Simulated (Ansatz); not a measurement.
## Geometry relaxation, with input and output: CH10BNOSi2 (part 1 of 2)

System: CH10BNOSi2.
Method: RKS BLYP-D4/cc-pVDZ (Ansatz 0.2.0).

It belongs to a series of runs on one base structure; here: end point A relaxed. Figures and captions count atoms from 1; the log counts them from 0 in places.

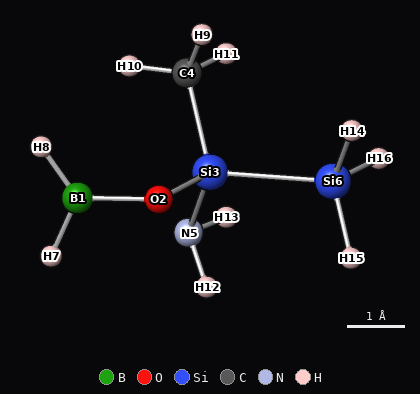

*The starting structure (ball-and-stick view, seen on its broad side; atoms are numbered from 1 in the order of the input).*

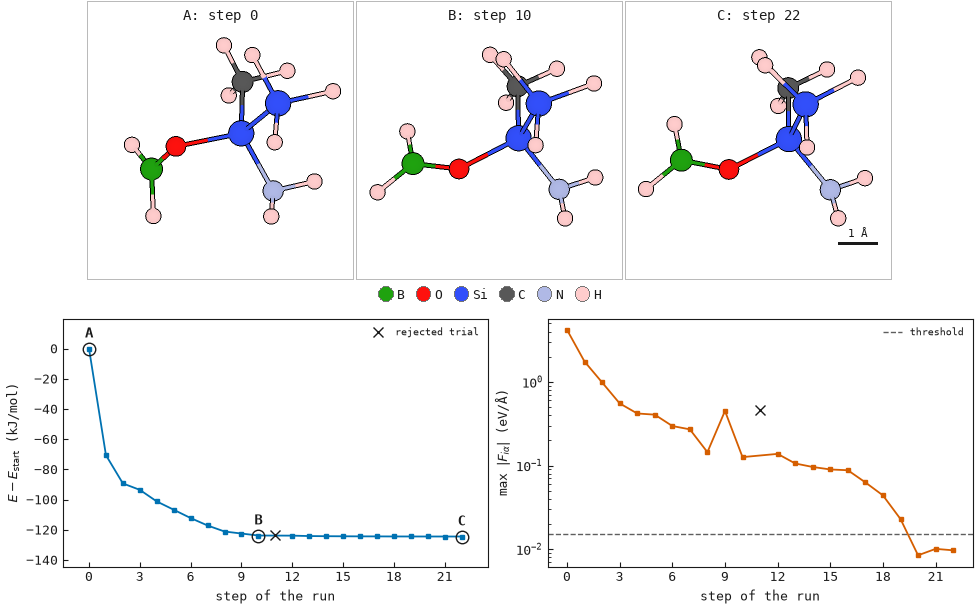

*Frames of the relaxation (ball-and-stick view, seen at a tilt) above the curves, on which the letters mark them (the first geometry is step 0 here and step 1 in the log).*

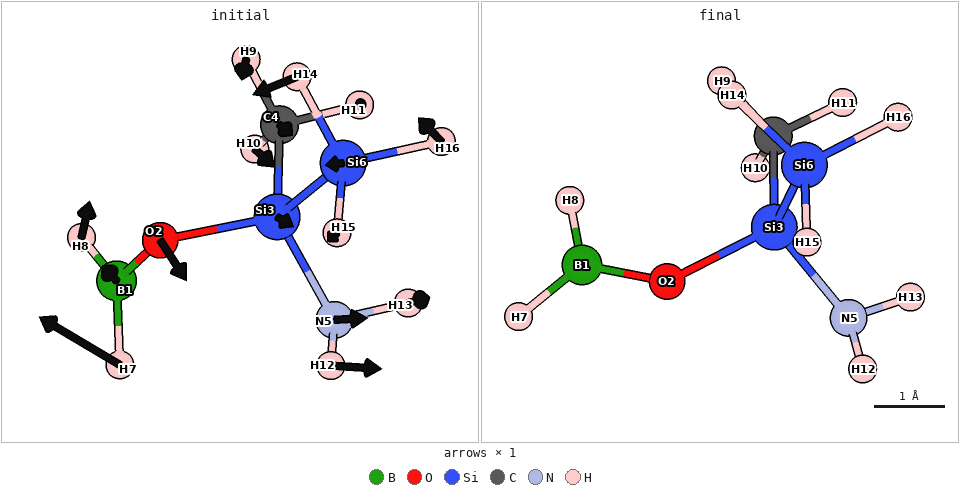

*Before (left) and after (right) the relaxation, at one scale (ball-and-stick view, seen at a tilt). The black arrows give the displacements, at true length.*

The largest move after the best rigid fit is that of H7, 1.56 Å. By element the largest moves are H 1.56 Å, O 0.77 Å, N 0.51 Å, B 0.47 Å, C 0.34 Å, Si 0.32 Å. Among the contacts that change: Si3–Si6 2.245 → 2.373 Å, B1–O2 1.483 → 1.359 Å, B1–H8 1.119 → 1.221 Å, C4–H11 1.197 → 1.110 Å. Among the angles that change: B1–O2–Si3 108.0° → 132.3°, Si3–N5–H12 105.1° → 116.7°, Si3–N5–H13 107.2° → 115.4°. The energy falls by 124.5 kJ/mol in 22 geometry steps. Largest force component: 4.2 eV/Å at the start, 0.0097 eV/Å at the end. The line search rejected the trial step at point 11 (counted from 0) and went back. (Atoms are counted from 1 in the order of the input.)

These pictures come from the run below.

The input
```yaml
crystal:
  periodic: [false, false, false]
  atoms:
    - { symbol: B, position_ang: [1.9425, -0.6044, -1.6037] }
    - { symbol: O, position_ang: [1.6918, 0.1817, -0.3719] }
    - { symbol: Si, position_ang: [-0.0217, 0.107, -0.0201] }
    - { symbol: C, position_ang: [-0.4275, -1.6368, 0.3982] }
    - { symbol: "N", position_ang: [-0.9597, 0.7102, -1.3993] }
    - { symbol: Si, position_ang: [-0.3846, 1.3978, 1.781] }
    - { symbol: H, position_ang: [1.8698, 0.0027, -2.651] }
    - { symbol: H, position_ang: [2.1967, -1.6938, -1.5879] }
    - { symbol: H, position_ang: [0.1272, -2.0129, 1.277] }
    - { symbol: H, position_ang: [-0.3657, -2.2936, -0.4653] }
    - { symbol: H, position_ang: [-1.5785, -1.6571, 0.7267] }
    - { symbol: H, position_ang: [-0.6706, 1.7238, -1.5069] }
    - { symbol: H, position_ang: [-2.0078, 0.7435, -1.087] }
    - { symbol: H, position_ang: [0.3756, 0.8939, 2.9375] }
    - { symbol: H, position_ang: [-0.0001, 2.7539, 1.4889] }
    - { symbol: H, position_ang: [-1.8102, 1.3612, 2.128] }
basis:
  gaussian: { orbitals: cc-pVDZ }
hamiltonian:
  xc: blyp
  dispersion: d4
relax:
  f_tol: 0.015
  max_steps: 40
```

Launched with:
```bash
ansatz run input.yaml --threads 2 --pin off --max-ram 3072MiB --backend cpu --events-out ev --progress --plain --runs-dir out
```

The program's output
```
The last accepted step is kept in [file] (removed where the run ends without a failure and the disk answers)
Engine: ansatz 0.2.0, aarch64-unknown-linux-gnu
Functional definition: BLYP
  parameter beta = 0.0042
  parameter a = 0.04918
  parameter b = 0.132
  parameter c = 0.2533
  parameter d = 0.349
  exchange = b88_x(beta = beta)
  correlation = lyp_c(a = a, b = b, c = c, d = d)
1723 factors; their error is unknown
mean field evaluation 1: about -21149.7952 eV, gradient 9.0e1 eV
mean field evaluation 2: about -21090.4762 eV, gradient 1.7e2 eV
mean field evaluation 4: about -21166.4808 eV, gradient 1.8e1 eV
mean field evaluation 8: about -21167.2181 eV, gradient 1.2e-1 eV
mean field evaluation 16: about -21167.1646 eV, gradient 5.9e-4 eV
mean field -21167.16455579 eV, -777.8789498059 hartree, gradient 3.7e-5 eV, S^2 0.000000; 0 other end points of the search recorded, 0 dependent functions left out
the calculation of the forces begins
reference -21167.16499284 eV, -777.8789658672 hartree; 32, 32 occupied and 110, 110 virtual orbitals, 1723 factors
relax step   1: F+E_penalty+E_count = -21168.02489301 eV  Δ(F+E_penalty+E_count) = +0.000e0 eV  max|allowed force component| = 4.200e0 eV/Å  Δτ_max = 0.0000 Å  (29 SCF iters, accepted)
these checks for a lower state are left out or cut short: starts, cluster_reference, orbital_swaps, neighbouring_geometries, increment
1723 factors; their error is unknown
mean field -21167.92201249 eV, -777.9067858262 hartree, gradient 9.7e-6 eV, S^2 0.000000; 0 other end points of the search recorded, 0 dependent functions left out
[... from here on the field's lines of each further geometry are left out, up to the last ...]
relax step   2: F+E_penalty+E_count = -21168.75675279 eV  Δ(F+E_penalty+E_count) = -7.319e-1 eV  max|allowed force component| = 1.751e0 eV/Å  Δτ_max = 0.1942 Å  (30 SCF iters, accepted)
relax step   3: F+E_penalty+E_count = -21168.95054066 eV  Δ(F+E_penalty+E_count) = -1.938e-1 eV  max|allowed force component| = 9.864e-1 eV/Å  Δτ_max = 0.1942 Å  (30 SCF iters, accepted)
relax step   4: F+E_penalty+E_count = -21168.99469980 eV  Δ(F+E_penalty+E_count) = -4.416e-2 eV  max|allowed force component| = 5.537e-1 eV/Å  Δτ_max = 0.1465 Å  (30 SCF iters, accepted)
relax step   5: F+E_penalty+E_count = -21169.07412073 eV  Δ(F+E_penalty+E_count) = -7.942e-2 eV  max|allowed force component| = 4.193e-1 eV/Å  Δτ_max = 0.1996 Å  (30 SCF iters, accepted)
relax step   6: F+E_penalty+E_count = -21169.13110715 eV  Δ(F+E_penalty+E_count) = -5.699e-2 eV  max|allowed force component| = 4.059e-1 eV/Å  Δτ_max = 0.1950 Å  (29 SCF iters, accepted)
relax step   7: F+E_penalty+E_count = -21169.18821019 eV  Δ(F+E_penalty+E_count) = -5.710e-2 eV  max|allowed force component| = 2.969e-1 eV/Å  Δτ_max = 0.2000 Å  (29 SCF iters, accepted)
relax step   8: F+E_penalty+E_count = -21169.23932051 eV  Δ(F+E_penalty+E_count) = -5.111e-2 eV  max|allowed force component| = 2.707e-1 eV/Å  Δτ_max = 0.1949 Å  (29 SCF iters, accepted)
relax step   9: F+E_penalty+E_count = -21169.28056234 eV  Δ(F+E_penalty+E_count) = -4.124e-2 eV  max|allowed force component| = 1.446e-1 eV/Å  Δτ_max = 0.2000 Å  (29 SCF iters, accepted)
relax step  10: F+E_penalty+E_count = -21169.29449702 eV  Δ(F+E_penalty+E_count) = -1.393e-2 eV  max|allowed force component| = 4.494e-1 eV/Å  Δτ_max = 0.1947 Å  (30 SCF iters, accepted)
relax step  11: F+E_penalty+E_count = -21169.30812992 eV  Δ(F+E_penalty+E_count) = -1.363e-2 eV  max|allowed force component| = 1.261e-1 eV/Å  Δτ_max = 0.2000 Å  (29 SCF iters, accepted)
relax step  12: F+E_penalty+E_count = -21169.30383270 eV  Δ(F+E_penalty+E_count) = +4.297e-3 eV  max|allowed force component| = 4.675e-1 eV/Å  Δτ_max = 0.1029 Å  (30 SCF iters, rejected (line search))
relax step  13: F+E_penalty+E_count = -21169.30893081 eV  Δ(F+E_penalty+E_count) = -8.009e-4 eV  max|allowed force component| = 1.379e-1 eV/Å  Δτ_max = 0.0496 Å  (29 SCF iters, accepted)
relax step  14: F+E_penalty+E_count = -21169.31173600 eV  Δ(F+E_penalty+E_count) = -2.805e-3 eV  max|allowed force component| = 1.059e-1 eV/Å  Δτ_max = 0.0610 Å  (30 SCF iters, accepted)
relax step  15: F+E_penalty+E_count = -21169.31280093 eV  Δ(F+E_penalty+E_count) = -1.065e-3 eV  max|allowed force component| = 9.611e-2 eV/Å  Δτ_max = 0.0499 Å  (29 SCF iters, accepted)
relax step  16: F+E_penalty+E_count = -21169.31334856 eV  Δ(F+E_penalty+E_count) = -5.476e-4 eV  max|allowed force component| = 8.975e-2 eV/Å  Δτ_max = 0.0299 Å  (30 SCF iters, accepted)
relax step  17: F+E_penalty+E_count = -21169.31391245 eV  Δ(F+E_penalty+E_count) = -5.639e-4 eV  max|allowed force component| = 8.786e-2 eV/Å  Δτ_max = 0.0496 Å  (29 SCF iters, accepted)
relax step  18: F+E_penalty+E_count = -21169.31412418 eV  Δ(F+E_penalty+E_count) = -2.117e-4 eV  max|allowed force component| = 6.283e-2 eV/Å  Δτ_max = 0.0559 Å  (29 SCF iters, accepted)
relax step  19: F+E_penalty+E_count = -21169.31454567 eV  Δ(F+E_penalty+E_count) = -4.215e-4 eV  max|allowed force component| = 4.392e-2 eV/Å  Δτ_max = 0.0082 Å  (24 SCF iters, accepted)
relax step  20: F+E_penalty+E_count = -21169.31473325 eV  Δ(F+E_penalty+E_count) = -1.876e-4 eV  max|allowed force component| = 2.291e-2 eV/Å  Δτ_max = 0.0320 Å  (31 SCF iters, accepted)
relax step  21: F+E_penalty+E_count = -21169.31482596 eV  Δ(F+E_penalty+E_count) = -9.271e-5 eV  max|allowed force component| = 8.447e-3 eV/Å  Δτ_max = 0.0105 Å  (30 SCF iters, accepted)
relax step  22: F+E_penalty+E_count = -21169.31487644 eV  Δ(F+E_penalty+E_count) = -5.048e-5 eV  max|allowed force component| = 1.009e-2 eV/Å  Δτ_max = 0.0204 Å  (30 SCF iters, accepted)
the calculation of the forces begins
reference -21168.49992957 eV, -777.9280238869 hartree; 32, 32 occupied and 110, 110 virtual orbitals, 1723 factors
relax step  23: F+E_penalty+E_count = -21169.31489907 eV  Δ(F+E_penalty+E_count) = -2.263e-5 eV  max|allowed force component| = 9.691e-3 eV/Å  Δτ_max = 0.0162 Å  (32 SCF iters, accepted)
1723 factors; their error is unknown
mean field evaluation 192: about -21168.4995 eV, gradient 1.1e-4 eV
mean field -21168.49947353 eV, -777.9280071278 hartree, gradient 9.0e-6 eV, S^2 0.000000; 1 other end points of the search recorded, 0 dependent functions left out
the calculation of the forces begins
reference -21168.49992957 eV, -777.9280238869 hartree; 32, 32 occupied and 110, 110 virtual orbitals, 1723 factors
Total energy: -21169.31535511 eV, -777.9579902229 hartree
Atom 0 at     2.244657    -0.477868    -1.270218 Å, force    -0.000288    -0.002737     0.003302 eV/Å
Atom 1 at     1.221208     0.368157    -0.979134 Å, force     0.002473    -0.004209    -0.001439 eV/Å
Atom 2 at    -0.301764     0.129506    -0.179353 Å, force    -0.002506     0.000591    -0.002032 eV/Å
Atom 3 at    -0.654187    -1.690058     0.189120 Å, force     0.003395    -0.000561     0.000467 eV/Å
Atom 4 at    -1.486914     0.679054    -1.361856 Å, force    -0.002088    -0.006419    -0.000571 eV/Å
Atom 5 at    -0.102289     1.462434     1.774150 Å, force     0.001336     0.002828     0.002267 eV/Å
Atom 6 at     3.199913    -0.017239    -1.868229 Å, force    -0.003505    -0.002348     0.002214 eV/Å
Atom 7 at     2.206298    -1.651784    -0.936800 Å, force    -0.000387     0.009691    -0.002587 eV/Å
Atom 8 at     0.129839    -2.119625     0.843865 Å, force    -0.001475     0.000368    -0.000619 eV/Å
Atom 9 at    -0.686521    -2.279225    -0.749915 Å, force    -0.000898     0.001187    -0.000335 eV/Å
Atom 10 at    -1.629223    -1.796609     0.708828 Å, force     0.000213    -0.000309    -0.001037 eV/Å
Atom 11 at    -1.495681     1.684017    -1.574731 Å, force     0.001636     0.001336     0.002029 eV/Å
Atom 12 at    -2.454037     0.377784    -1.190416 Å, force     0.001457     0.001698     0.000165 eV/Å
Atom 13 at     1.027739     1.006501     2.662643 Å, force    -0.000522     0.000177    -0.000834 eV/Å
Atom 14 at     0.137557     2.903002     1.399775 Å, force     0.000137    -0.001284     0.000657 eV/Å
Atom 15 at    -1.379392     1.399052     2.576471 Å, force     0.001020    -0.000008    -0.001646 eV/Å
Dipole moment:    -0.564991    -0.049243     0.099435 e Å
```

Trajectory as extended XYZ (Å, eV, eV/Å), 23 frames, from step=1 to step=23
```
16
Properties=species:S:1:pos:R:3:forces:R:3 step=1 energy=-21168.02489
B     1.9425   -0.6044   -1.6037   -0.5846   4.1997   1.5511
O     1.6918    0.1817   -0.3719   -0.4558  -1.6574  -2.4511
Si   -0.0217    0.1070   -0.0201    1.0340   0.0971  -0.0151
C    -0.4275   -1.6368    0.3982   -2.8028  -0.2987   0.9406
N    -0.9597    0.7102   -1.3993   -1.4561   0.8165   0.2881
Si   -0.3846    1.3978    1.7810    0.1385  -0.2444   0.7285
H     1.8698    0.0027   -2.6510    0.0747   0.0414  -0.0604
H     2.1967   -1.6938   -1.5879    0.6114  -2.6141   0.3699
H     0.1272   -2.0129    1.2770    0.1926  -0.0672  -0.1435
H    -0.3657   -2.2936   -0.4653    0.2150  -0.6309  -0.4121
H    -1.5785   -1.6571    0.7267    1.8201  -0.0189  -0.5175
H    -0.6706    1.7238   -1.5069   -0.4764  -0.8400  -0.1361
H    -2.0078    0.7435   -1.0870    1.8302   0.0301  -0.7164
H     0.3756    0.8939    2.9375    0.3030  -0.0936   0.5806
H    -0.0001    2.7539    1.4889    0.2944   1.2626  -0.1529
H    -1.8102    1.3612    2.1280   -0.7383   0.0178   0.1463
16
Properties=species:S:1:pos:R:3:forces:R:3 step=2 energy=-21168.75675
B     1.9659   -0.5526   -1.6374   -0.3891   1.7513   1.2288
O     1.6346    0.1725   -0.4433   -0.4066  -1.0149  -1.4977
Si   -0.0502    0.1031    0.0161    0.8075   0.0655  -0.2226
C    -0.5081   -1.6709    0.3712   -1.2213  -0.1961   0.5719
N    -0.9652    0.6305   -1.4237   -0.5781   0.6981   0.3608
Si   -0.3288    1.4628    1.8923   -0.0006  -0.1559   0.1568
H     1.9371    0.0485   -2.6929    0.1437   0.0004  -0.0314
H     2.2524   -1.6983   -1.5667    0.2276  -0.7642   0.1000
H     0.0861   -2.0651    1.2181    0.0784  -0.0831  -0.0419
H    -0.4165   -2.3337   -0.5041    0.1478  -0.0824  -0.1576
H    -1.5996   -1.7113    0.6980    0.7197  -0.0014  -0.1941
H    -0.7062    1.6249   -1.6236   -0.1481  -0.4771  -0.0967
H    -1.9891    0.6822   -1.1794    0.6489  -0.1079  -0.3145
H     0.4202    0.9909    3.0997    0.0871  -0.0431   0.1282
H     0.0362    2.8726    1.6130    0.1107   0.3853  -0.0844
H    -1.7915    1.4209    2.2070   -0.2274   0.0255   0.0944
16
Properties=species:S:1:pos:R:3:forces:R:3 step=3 energy=-21168.95054
B     1.9923   -0.5242   -1.6769    0.8212   0.0185  -0.1309
O     1.5928    0.1459   -0.5538   -0.9864   0.0056   0.1778
Si   -0.0496    0.0800    0.0156    0.0647   0.2404  -0.1054
C    -0.5795   -1.6931    0.4016    0.4592  -0.0922  -0.0935
N    -1.0073    0.6405   -1.3925    0.2847   0.1373   0.2343
Si   -0.3219    1.4748    1.9204    0.0895   0.0263  -0.0190
H     2.1232    0.0878   -2.7321   -0.0622  -0.1216   0.1071
H     2.3499   -1.6913   -1.5597   -0.1846   0.0090  -0.1530
H     0.0498   -2.1141    1.2153   -0.0397   0.0267  -0.0517
H    -0.4649   -2.3393   -0.4934   -0.0136   0.0190   0.0099
H    -1.6270   -1.7355    0.7310   -0.3385   0.0287   0.0971
H    -0.7638    1.6118   -1.6538    0.0362  -0.1462  -0.0368
H    -2.0137    0.6676   -1.1879   -0.2134  -0.1056  -0.0185
H     0.4394    1.0022    3.1347   -0.0115   0.0444  -0.0153
H     0.0567    2.9059    1.6149   -0.0004  -0.0735   0.0288
H    -1.7993    1.4581    2.2609    0.0949  -0.0167  -0.0308
16
Properties=species:S:1:pos:R:3:forces:R:3 step=4 energy=-21168.99470
B     2.0953   -0.4441   -1.6104   -0.4691  -0.5167  -0.0965
O     1.5220    0.1909   -0.5378   -0.2139  -0.1007  -0.2537
Si   -0.1163    0.0702    0.0062    0.1621   0.2448  -0.0157
C    -0.6324   -1.7135    0.3941    0.5537   0.0080  -0.1921
N    -1.0633    0.6059   -1.4150    0.1898  -0.0382   0.3382
Si   -0.2443    1.4803    1.9273   -0.1589   0.0230  -0.1073
H     2.2257    0.1448   -2.6794    0.3004   0.0474   0.2727
H     2.3361   -1.6594   -1.5190    0.1381   0.4203  -0.0332
H     0.0097   -2.1391    1.1949   -0.0589   0.0565  -0.0213
H    -0.5102   -2.3464   -0.5112   -0.0680   0.0403   0.0461
H    -1.6774   -1.7601    0.7281   -0.3495  -0.0127   0.0993
H    -0.8453    1.5696   -1.7063    0.0519   0.0016  -0.0181
H    -2.0803    0.5779   -1.2676   -0.1209  -0.0790  -0.0053
H     0.5262    1.0202    3.1428   -0.0073  -0.0238  -0.0910
H     0.1507    2.9104    1.6179   -0.0318  -0.1440   0.0015
H    -1.7190    1.4696    2.2797    0.0823   0.0732   0.0764
16
Properties=species:S:1:pos:R:3:forces:R:3 step=5 energy=-21169.07412
B     2.1086   -0.4522   -1.6446   -0.1513  -0.2748  -0.0726
O     1.4474    0.1790   -0.6327    0.0393   0.1130   0.0900
Si   -0.1374    0.0830    0.0373    0.2073  -0.1961  -0.4193
C    -0.6434   -1.7084    0.4047    0.2235   0.1139  -0.0396
N    -1.0672    0.6018   -1.3782   -0.3198  -0.0222   0.1070
Si   -0.2616    1.4899    1.9423    0.0130   0.0418  -0.0053
H     2.4192    0.1832   -2.6496    0.1388  -0.0320   0.2679
H     2.3461   -1.6613   -1.5586   -0.0033   0.2604  -0.0238
H    -0.0043   -2.1436    1.2006   -0.0405   0.0007  -0.0158
H    -0.5467   -2.3301   -0.5102    0.0014   0.0485   0.0379
H    -1.6929   -1.7408    0.7455   -0.1853  -0.0556   0.0887
H    -0.8895    1.5665   -1.6862    0.0188   0.0255   0.0038
H    -2.0879    0.4845   -1.3091   -0.0037   0.0192   0.0022
H     0.5446    0.9991    3.1195   -0.0011   0.0183  -0.0322
H     0.1586    2.9006    1.6045   -0.0066  -0.0611   0.0197
H    -1.7166    1.5260    2.3589    0.0696   0.0006  -0.0086
16
Properties=species:S:1:pos:R:3:forces:R:3 step=6 energy=-21169.13111
B     2.1546   -0.4471   -1.6235    0.0237   0.0414  -0.1065
O     1.4134    0.1894   -0.6712    0.0809   0.0716  -0.1092
Si   -0.1604    0.0744    0.0103    0.0496  -0.1593  -0.2076
C    -0.6612   -1.7118    0.3967   -0.0442   0.0985   0.0152
N    -1.1449    0.6046   -1.3568   -0.4059  -0.0331  -0.0083
Si   -0.2397    1.4829    1.9121    0.0440   0.0101   0.0424
H     2.5964    0.2111   -2.5731   -0.0204  -0.1402   0.3680
H     2.3787   -1.6503   -1.5355   -0.0577   0.1049  -0.0101
H    -0.0153   -2.1467    1.1850    0.0076  -0.0191  -0.0042
H    -0.5856   -2.3339   -0.5182    0.0139  -0.0074   0.0153
H    -1.7122   -1.7439    0.7585    0.0470  -0.0175  -0.0019
H    -0.9834    1.5695   -1.6732   -0.0077   0.0031   0.0160
H    -2.1661    0.4626   -1.2784    0.2331   0.0450   0.0202
H     0.5855    0.9887    3.0732    0.0076  -0.0027  -0.0075
H     0.1979    2.8837    1.5740    0.0010   0.0086  -0.0155
H    -1.6805    1.5439    2.3643    0.0276  -0.0040  -0.0064
16
Properties=species:S:1:pos:R:3:forces:R:3 step=7 energy=-21169.18821
B     2.1807   -0.4484   -1.5846   -0.0110   0.1403  -0.0593
O     1.3673    0.2385   -0.7326    0.1833   0.0231  -0.1388
Si   -0.1873    0.0803   -0.0175   -0.0143  -0.1389  -0.1326
C    -0.6590   -1.7093    0.3755   -0.0720   0.0262   0.0254
N    -1.2127    0.6049   -1.3558   -0.2969  -0.0181   0.0174
Si   -0.2140    1.4786    1.8937   -0.0032   0.0163   0.0194
H     2.7605    0.1983   -2.4594   -0.0160  -0.1576   0.2803
H     2.3278   -1.6598   -1.4841   -0.0638   0.0733  -0.0004
H     0.0083   -2.1458    1.1450    0.0143  -0.0021  -0.0008
H    -0.5987   -2.3274   -0.5431    0.0034  -0.0158   0.0065
H    -1.7016   -1.7554    0.7633    0.0862  -0.0034  -0.0259
H    -1.0762    1.5776   -1.6600   -0.0224  -0.0005   0.0020
H    -2.2266    0.4408   -1.2536    0.1655   0.0468   0.0191
H     0.6322    0.9769    3.0364    0.0149  -0.0013  -0.0170
H     0.2202    2.8772    1.5434    0.0148   0.0153  -0.0040
H    -1.6435    1.5500    2.3775    0.0173  -0.0038   0.0088
```
